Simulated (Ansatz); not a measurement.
# CHAlO+ (quartet): correlated methods under varied settings

Aim: run CHAlO+ (quartet) at one geometry under a spread of methods and options, and see what each costs and gives.

Computed with Ansatz 0.2.0, Gaussian basis. Level: the settings change from run to run.

31 further runs of the same task are left out: 15 that didn't finish, 16 set aside as unsound or not needed.

### 1 What is computed

The geometry is a PBE0/def2-TZVP stationary point (not a proven minimum) of the parent state, kept for this charge and spin.

4 atoms, charge 1, spin multiplicity 4.

Atoms are counted from 1 here; the program's logs count them from 0.

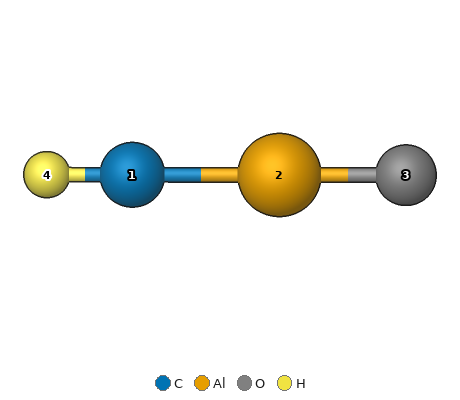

The geometry (carbon blue, aluminium amber, oxygen grey, hydrogen yellow); atoms are numbered from 1 in the order of the file.

As a file:

```xyz
4

C     0.0000    0.0000    1.0577
Al    0.0000    0.0000   -0.7992
O     0.0000    0.0000   -2.3960
H     0.0000    0.0000    2.1375
```

### 2 CCSD on ROHF/STO-3G

in.yaml

```yaml
crystal:
  periodic: [false, false, false]
  atoms:
    - {symbol: C, position_ang: [0.000000, 0.000000, 1.057693]}
    - {symbol: Al, position_ang: [0.000000, 0.000000, -0.799174]}
    - {symbol: O, position_ang: [0.000000, 0.000000, -2.396024]}
    - {symbol: H, position_ang: [0.000000, 0.000000, 2.137505]}
basis:
  gaussian: {orbitals: STO-3G}
total_charge: 1
magnetization: {spin_polarized: false, initial_magnetization: 3}
correlation: {method: ccsd, electrons: valence}
```

Launch:

```sh
$ ansatz run in.yaml --threads 1 --pin off --events-out ev --progress --plain --max-ram 2393MiB
```

The program printed (excerpt; [...] marks lines left out):

```text
Functional definition: HF
  name "HF"
  cite "Fock, Z. Phys. 61, 126 (1930) doi:10.1007/BF01340294"
  parent pbe
[...]
243 factors; integrals over basis functions are off by at most 4.9e-5 eV
[...]
mean field -9538.80335862 eV, -350.5445577963 hartree, gradient 7.2e-7 eV, S^2 3.750000; 6 other end points of the search recorded, 0 dependent functions left out
[...]
determinant -9538.80335862 eV, -350.5445577963 hartree, with singles and doubles -9541.48091351 eV, -350.6429561233 hartree
determinant -9536.81688725 eV, -350.4715563197 hartree, with singles and doubles -9539.66432535 eV, -350.5761977398 hartree
7 core orbitals not correlated: weight in the atoms' cores, before any rotation towards them, 0.999 or more for the frozen orbitals, at most 0.000 for the correlated occupied ones
reference -9538.80335862 eV, -350.5445577963 hartree; 8, 5 occupied and 5, 8 virtual orbitals, 243 factors
second order -1.73376303 eV of doubles, -0.17207746 eV of singles
cycle   1  -2.67856555 eV  change   -1.0e-3 eV  update   1.6e-3
[...]
cycle   9  -2.68119628 eV  change    3.5e-6 eV  update   3.3e-6
Total energy: -9541.48455490 eV, -350.6430899422 hartree
```

Wall time 2.2 s (1 thread of AMD EPYC, shared host).

From the report: correlation -2.6812 eV; T1 0.032; largest double amplitude 0.07.

### 3 HF/cc-pVDZ

Changes to in.yaml since step 2:

```diff
@@ -8,5 +8,6 @@
 basis:
-  gaussian: {orbitals: STO-3G}
+  gaussian: {orbitals: cc-pVDZ}
 total_charge: 1
 magnetization: {spin_polarized: false, initial_magnetization: 3}
-correlation: {method: ccsd, electrons: valence}
+hamiltonian: {xc: hf}
+output: {forces: true, orbitals: {seedname: orbitals}}
```

Same command.

The program printed (excerpt; [...] marks lines left out):

```text
Functional definition: HF
  name "HF"
  cite "Fock, Z. Phys. 61, 126 (1930) doi:10.1007/BF01340294"
  parent pbe
[...]
486 factors; integrals over basis functions are off by at most 6.9e-4 eV
[...]
mean field -9655.33105593 eV, -354.8268716871 hartree, gradient 5.9e-6 eV, S^2 3.750000; 5 other end points of the search recorded, 0 dependent functions left out
[...]
reference -9655.33105593 eV, -354.8268716871 hartree; 15, 12 occupied and 36, 39 virtual orbitals, 486 factors
Total energy: -9655.33105593 eV, -354.8268716871 hartree
Atom 0 at     0.000000     0.000000     1.057693 Å, force    -0.000000    -0.000000    -1.049178 eV/Å
Atom 1 at     0.000000     0.000000    -0.799174 Å, force     0.000000     0.000000     6.385902 eV/Å
Atom 2 at     0.000000     0.000000    -2.396024 Å, force    -0.000000     0.000000    -5.327849 eV/Å
Atom 3 at     0.000000     0.000000     2.137505 Å, force     0.000000    -0.000000    -0.008874 eV/Å
Dipole moment:    -0.000000    -0.000000     0.559820 e Å
```

Run time: 3.6 s. Hardware: 1 thread of AMD EPYC, shared host.

### 4 NEVPT2(5,4)/6-31G

Changes to in.yaml since step 3:

```diff
@@ -8,6 +8,5 @@
 basis:
-  gaussian: {orbitals: cc-pVDZ}
+  gaussian: {orbitals: 6-31G, fitting: {mean_field: def2-universal-jkfit}}
 total_charge: 1
 magnetization: {spin_polarized: false, initial_magnetization: 3}
-hamiltonian: {xc: hf}
-output: {forces: true, orbitals: {seedname: orbitals}}
+correlation: {method: sc_nevpt2, electrons: outside_noble_gas, active_space: {window: {electrons: 5, orbitals: 4}}}
```

Launched as before.

The program printed (excerpt; [...] marks lines left out):

```text
Functional definition: HF
  name "HF"
  cite "Fock, Z. Phys. 61, 126 (1930) doi:10.1007/BF01340294"
  parent pbe
[...]
298 factors; integrals over basis functions are off by at most 3.2e-2 eV
[...]
mean field -9653.07861988 eV, -354.7440961890 hartree, gradient 2.0e-6 eV, S^2 3.750000; 11 other end points of the search recorded, 0 dependent functions left out
reference -9653.07861988 eV, -354.7440961890 hartree; 15, 12 occupied and 18, 21 virtual orbitals, 298 factors
state -9653.07861988 eV, -354.7440961890 hartree
state -9653.07861988 eV, -354.7440961890 hartree; corrected -9657.32366380 eV, -354.9000986754 hartree
WARN: 1 active orbitals are nearly empty or full. The corrections depend on them more than the energy does, and are more stable in an active space without them
Total energy: -9657.32366380 eV, -354.9000986754 hartree
```

It took 4 s on 1 thread of AMD EPYC, shared host.

From the report: 2 determinants; active occupations 2.00, 1.00, 1.00, 1.00. The report marks this result as in doubt.

### 5 CCSDT on UHF/STO-3G

in.yaml

```yaml
crystal:
  periodic: [false, false, false]
  atoms:
    - {symbol: C, position_ang: [0.000000, 0.000000, 1.057693]}
    - {symbol: Al, position_ang: [0.000000, 0.000000, -0.799174]}
    - {symbol: O, position_ang: [0.000000, 0.000000, -2.396024]}
    - {symbol: H, position_ang: [0.000000, 0.000000, 2.137505]}
basis:
  gaussian: {orbitals: STO-3G}
total_charge: 1
magnetization: {spin_polarized: true, initial_magnetization: 3}
correlation: {method: ccsdt, electrons: outside_noble_gas, diis_vectors: 2}
```

Same command.

The program printed (excerpt; [...] marks lines left out):

```text
Functional definition: HF
  name "HF"
  cite "Fock, Z. Phys. 61, 126 (1930) doi:10.1007/BF01340294"
  parent pbe
[...]
337 factors; integrals over basis functions are off by at most 3.3e-8 eV
[...]
mean field -9539.17736557 eV, -350.5583022981 hartree, gradient 2.0e-6 eV, S^2 3.804907; 5 other end points of the search recorded, 0 dependent functions left out
determinant -9539.17736557 eV, -350.5583022981 hartree, with singles and doubles -9541.48415230 eV, -350.6430751469 hartree
determinant -9532.00438301 eV, -350.2947000510 hartree, with singles and doubles -9534.51253311 eV, -350.3868728670 hartree
7 core orbitals not correlated: weight in the atoms' cores, before any rotation towards them, 0.999 or more for the frozen orbitals, at most 0.000 for the correlated occupied ones
reference -9539.17736557 eV, -350.5583022981 hartree; 8, 5 occupied and 5, 8 virtual orbitals, 337 factors
second order -1.63618125 eV of doubles, -0.00000000 eV of singles
cycle   1  -1.93425772 eV  change   -3.0e-1 eV  update   9.5e-2
[...]
cycle  32  -2.47047064 eV  change   -2.3e-7 eV  update   4.9e-7
Total energy: -9541.64783621 eV, -350.6490904195 hartree
```

Run time: 5.5 s. Hardware: 1 thread of AMD EPYC, shared host.

From the report: ⟨S²⟩ of the determinant 3.805 (pure quartet: 3.75); correlation -2.4705 eV; T1 0.023; largest double amplitude 0.08.

### 6 CCSDT(Q)/B on ROHF/STO-3G

Changes to in.yaml since step 5:

```diff
@@ -8,5 +8,6 @@
 basis:
-  gaussian: {orbitals: STO-3G}
+  gaussian: {orbitals: STO-3G, fitting: {mean_field: def2-universal-jkfit}}
 total_charge: 1
-magnetization: {spin_polarized: true, initial_magnetization: 3}
-correlation: {method: ccsdt, electrons: outside_noble_gas, diis_vectors: 2}
+magnetization: {spin_polarized: false, initial_magnetization: 3}
+correlation: {method: ccsdt_q_b, electrons: outside_noble_gas}
+accuracy: high
```

The command is unchanged.

The program printed (excerpt; [...] marks lines left out):

```text
Functional definition: HF
  name "HF"
  cite "Fock, Z. Phys. 61, 126 (1930) doi:10.1007/BF01340294"
  parent pbe
[...]
298 factors; integrals over basis functions are off by at most 7.0e-3 eV
[...]
mean field -9538.81522475 eV, -350.5449938683 hartree, gradient 1.7e-8 eV, S^2 3.750000; 6 other end points of the search recorded, 0 dependent functions left out
[...]
determinant -9538.81522475 eV, -350.5449938683 hartree, with singles and doubles -9541.49278286 eV, -350.6433923141 hartree
determinant -9536.82853596 eV, -350.4719844021 hartree, with singles and doubles -9539.67604743 eV, -350.5766285185 hartree
7 core orbitals not correlated: weight in the atoms' cores, before any rotation towards them, 0.999 or more for the frozen orbitals, at most 0.000 for the correlated occupied ones
reference -9538.81522475 eV, -350.5449938683 hartree; 8, 5 occupied and 5, 8 virtual orbitals, 298 factors
second order -1.73372737 eV of doubles, -0.17207783 eV of singles
cycle   1  -2.29507565 eV  change   -3.8e-1 eV  update   9.9e-2
[...]
cycle  34  -2.84307396 eV  change   3.6e-10 eV  update   1.4e-9
perturbative correction -0.00238433 eV, -0.0000876224 hartree
Total energy: -9541.66068303 eV, -350.6495625315 hartree
```

Wall time 13 s (1 thread of AMD EPYC, shared host).

From the report: correlation -2.8455 eV; T1 0.032; largest double amplitude 0.08.

### 7 CCSD on UHF/cc-pVDZ

in.yaml

```yaml
crystal:
  periodic: [false, false, false]
  atoms:
    - {symbol: C, position_ang: [0.000000, 0.000000, 1.057693]}
    - {symbol: Al, position_ang: [0.000000, 0.000000, -0.799174]}
    - {symbol: O, position_ang: [0.000000, 0.000000, -2.396024]}
    - {symbol: H, position_ang: [0.000000, 0.000000, 2.137505]}
basis:
  gaussian: {orbitals: cc-pVDZ}
total_charge: 1
magnetization: {spin_polarized: true, initial_magnetization: 3}
correlation: {method: ccsd, electrons: outside_noble_gas}
output: {forces: true}
```

The command is unchanged.

The program printed (excerpt; [...] marks lines left out):

```text
Functional definition: HF
  name "HF"
  cite "Fock, Z. Phys. 61, 126 (1930) doi:10.1007/BF01340294"
  parent pbe
[...]
486 factors; integrals over basis functions are off by at most 6.9e-4 eV
[...]
mean field -9655.61310045 eV, -354.8372366320 hartree, gradient 7.8e-7 eV, S^2 3.777036; 12 other end points of the search recorded, 0 dependent functions left out
determinant -9655.61310045 eV, -354.8372366320 hartree, with singles and doubles -9663.45855911 eV, -355.1255519198 hartree
determinant -9654.49364356 eV, -354.7960973501 hartree, with singles and doubles -9662.41066318 eV, -355.0870424546 hartree
determinant -9651.48162453 eV, -354.6854076924 hartree, with singles and doubles -9659.27536736 eV, -354.9718224585 hartree
determinant -9651.46539140 eV, -354.6848111357 hartree, with singles and doubles -9659.24706509 eV, -354.9707823691 hartree
7 core orbitals not correlated: weight in the atoms' cores, before any rotation towards them, 1.000 or more for the frozen orbitals, at most 0.000 for the correlated occupied ones
reference -9655.61310045 eV, -354.8372366320 hartree; 8, 5 occupied and 36, 39 virtual orbitals, 486 factors
second order -6.97771846 eV of doubles, -0.00000000 eV of singles
cycle   1  -7.84650409 eV  change   -1.0e-3 eV  update   9.6e-4
[...]
cycle  10  -7.84741921 eV  change   -4.4e-7 eV  update   4.1e-7
[...]
Total energy: -9663.46051966 eV, -355.1256239687 hartree
Atom 0 at     0.000000     0.000000     1.057693 Å, force     0.000000     0.000000    -1.057662 eV/Å
Atom 1 at     0.000000     0.000000    -0.799174 Å, force    -0.000000     0.000000     6.624908 eV/Å
Atom 2 at     0.000000     0.000000    -2.396024 Å, force    -0.000000    -0.000000    -6.173920 eV/Å
Atom 3 at     0.000000     0.000000     2.137505 Å, force     0.000000    -0.000000     0.606673 eV/Å
Dipole moment:     0.000000     0.000000     0.508546 e Å
```

Run time: 24 s. Hardware: 1 thread of AMD EPYC, shared host.

From the report: ⟨S²⟩ of the determinant 3.777 (pure quartet: 3.75); correlation -7.8474 eV; T1 0.017; largest double amplitude 0.03.

### 8 HF/6-31G

Changes to in.yaml since step 7:

```diff
@@ -8,6 +8,7 @@
 basis:
-  gaussian: {orbitals: cc-pVDZ}
+  gaussian: {orbitals: 6-31G}
 total_charge: 1
-magnetization: {spin_polarized: true, initial_magnetization: 3}
-correlation: {method: ccsd, electrons: outside_noble_gas}
-output: {forces: true}
+magnetization: {spin_polarized: false, initial_magnetization: 3}
+hamiltonian: {xc: hf}
+scf: {lower_state_search: off}
+output: {orbitals: {seedname: orbitals}}
```

The command is unchanged.

The program printed:

```text
Functional definition: HF
  name "HF"
  cite "Fock, Z. Phys. 61, 126 (1930) doi:10.1007/BF01340294"
  parent pbe
  exchange = exact_x
  correlation = 0
these checks for a lower state are left out or cut short: stability, starts, cluster_reference, orbital_swaps, neighbouring_geometries, increment
373 factors; integrals over basis functions are off by at most 2.4e-4 eV
mean field evaluation 1: about -9632.9340 eV, gradient 7.4e1 eV
mean field evaluation 2: about -9632.9441 eV, gradient 7.4e1 eV
mean field evaluation 4: about -9640.4789 eV, gradient 4.0e1 eV
mean field evaluation 8: about -9653.0590 eV, gradient 2.1e0 eV
mean field evaluation 16: about -9653.0795 eV, gradient 1.6e-6 eV
mean field -9653.07945927 eV, -354.7441270359 hartree, gradient 1.7e-6 eV, S^2 3.750000; 0 other end points of the search recorded, 0 dependent functions left out
reference -9653.07945927 eV, -354.7441270359 hartree; 15, 12 occupied and 18, 21 virtual orbitals, 373 factors
Total energy: -9653.07945927 eV, -354.7441270359 hartree
Checks for a lower state left out: stability, starts, cluster_reference, orbital_swaps, neighbouring_geometries, increment
```

Wall time 0.55 s (1 thread of AMD EPYC, shared host).

### 9 CCSD(T)/6-31G

Changes to in.yaml since step 8:

```diff
@@ -11,4 +11,3 @@
 magnetization: {spin_polarized: false, initial_magnetization: 3}
-hamiltonian: {xc: hf}
-scf: {lower_state_search: off}
-output: {orbitals: {seedname: orbitals}}
+hamiltonian: {xc: {name: B3LYP}, pseudopotentials: {relativity: scalar}}
+correlation: {method: ccsd_t, electrons: valence}
```

The command is unchanged.

The program printed (excerpt; [...] marks lines left out):

```text
Functional definition: B3LYP
  name "B3LYP"
  cite "Stephens, Devlin, Chabalowski & Frisch, J. Phys. Chem. 98, 11623 (1994) doi:10.1021/j100096a001"
  cite "Becke, Phys. Rev. A 38, 3098 (1988) doi:10.1103/PhysRevA.38.3098"
  cite "Lee, Yang & Parr, Phys. Rev. B 37, 785 (1988) doi:10.1103/PhysRevB.37.785"
  cite "Vosko, Wilk & Nusair, Can. J. Phys. 58, 1200 (1980) doi:10.1139/p80-159"
[...]
373 factors; integrals over basis functions are off by at most 2.4e-4 eV
[...]
mean field -9694.32661076 eV, -356.2599318948 hartree, gradient 4.4e-6 eV, S^2 3.750000; 4 other end points of the search recorded, 0 dependent functions left out
[...]
7 core orbitals not correlated: weight in the atoms' cores, before any rotation towards them, 1.000 or more for the frozen orbitals, at most 0.000 for the correlated occupied ones
reference -9665.12289107 eV, -355.1867149913 hartree; 8, 5 occupied and 18, 21 virtual orbitals, 373 factors
second order -4.67528141 eV of doubles, -0.40837946 eV of singles
cycle   1  -5.07872754 eV  change   -4.2e-3 eV  update   9.3e-2
[...]
cycle  12  -5.40695161 eV  change    1.1e-5 eV  update   1.1e-5
perturbative correction -0.14230792 eV, -0.0052297196 hartree
Total energy: -9670.67215060 eV, -355.3906465177 hartree
Relativity: scalar
```

Wall time 11 s (1 thread of AMD EPYC, shared host).

From the report: correlation -5.5493 eV; T1 0.024; largest double amplitude 0.04. The orbitals are Kohn-Sham ones, so correlation energy and T1 don't compare with those on Hartree-Fock orbitals.

### 10 CCSD/cc-pVDZ

Changes to in.yaml since step 9:

```diff
@@ -8,6 +8,6 @@
 basis:
-  gaussian: {orbitals: 6-31G}
+  gaussian: {orbitals: cc-pVDZ}
 total_charge: 1
 magnetization: {spin_polarized: false, initial_magnetization: 3}
-hamiltonian: {xc: {name: B3LYP}, pseudopotentials: {relativity: scalar}}
-correlation: {method: ccsd_t, electrons: valence}
+hamiltonian: {xc: {name: r2SCAN}, pseudopotentials: {relativity: none}}
+correlation: {method: ccsd, electrons: outside_noble_gas}
```

The command is unchanged.

The program printed (excerpt; [...] marks lines left out):

```text
Functional definition: r2SCAN
  name "r2SCAN"
  cite "Furness, Kaplan, Ning, Perdew & Sun, J. Phys. Chem. Lett. 11, 8208 (2020) doi:10.1021/acs.jpclett.0c02405"
  cite "Furness, Kaplan, Ning, Perdew & Sun, J. Phys. Chem. Lett. 11, 9248 (2020) doi:10.1021/acs.jpclett.0c03077"
  parent r2scan
[...]
486 factors; integrals over basis functions are off by at most 6.9e-4 eV
[...]
mean field -9680.98784257 eV, -355.7697412053 hartree, gradient 3.6e-6 eV, S^2 3.750000; 5 other end points of the search recorded, 0 dependent functions left out
[...]
7 core orbitals not correlated: weight in the atoms' cores, before any rotation towards them, 1.000 or more for the frozen orbitals, at most 0.000 for the correlated occupied ones
reference -9654.99413660 eV, -354.8144901298 hartree; 8, 5 occupied and 36, 39 virtual orbitals, 486 factors
second order -7.39948622 eV of doubles, -0.37944328 eV of singles
cycle   1  -8.10018767 eV  change   -3.2e-1 eV  update   7.8e-2
[...]
cycle  11  -8.38303445 eV  change   -5.3e-6 eV  update   1.1e-5
Total energy: -9663.37717105 eV, -355.1225609637 hartree
```

Wall time 27 s (1 thread of AMD EPYC, shared host).

From the report: correlation -8.3830 eV; T1 0.020; largest double amplitude 0.03. The orbitals are Kohn-Sham ones, so correlation energy and T1 don't compare with those on Hartree-Fock orbitals.

### 11 All runs side by side

Where basis and cores are those of an earlier UCCSDT(Q)/cc-pVDZ run (-9663.6765 eV), and the state is the same kind, the miss against it is given. † marks a result that the program doubts.

| level | correlated | functions | energy (eV) | from UCCSDT(Q) (meV) | time |
| --- | --- | --- | --- | --- | --- |
| CCSD on ROHF/STO-3G | valence | 20 | -9541.4846 |  | 2.2 s |
| HF/cc-pVDZ |  | 51 | -9655.3311 | 8345.4 | 3.6 s |
| NEVPT2(5,4)/6-31G † | outside noble gas | 33 | -9657.3237 |  | 4 s |
| CCSDT on UHF/STO-3G | outside noble gas | 20 | -9541.6478 |  | 5.5 s |
| CCSDT(Q)/B on ROHF/STO-3G | outside noble gas | 20 | -9541.6607 |  | 13 s |
| CCSD on UHF/cc-pVDZ | outside noble gas | 51 | -9663.4605 | 216.0 | 24 s |
| HF/6-31G |  | 33 | -9653.0795 |  | 0.55 s |
| CCSD(T)/6-31G (on B3LYP orbitals, relativity set) | valence | 33 | -9670.6722 |  | 11 s |
| CCSD/cc-pVDZ (on r2SCAN orbitals) | outside noble gas | 51 | -9663.3772 |  | 27 s |

### 12 Summary of results

| quantity | value |
| --- | --- |
| runs | 9 |
| quickest | HF/6-31G, 0.55 s |
| slowest | CCSD/cc-pVDZ (on r2SCAN orbitals), 27 s |

What this shows: Total energies in different bases, with other cores or another treatment of relativity can't be set against each other. CCSD/cc-pVDZ (on r2SCAN orbitals) took 48 times as long as HF/6-31G; the jobs differ in more than the method. Hartree-Fock, CASSCF and CASCI lack dynamic correlation by design.
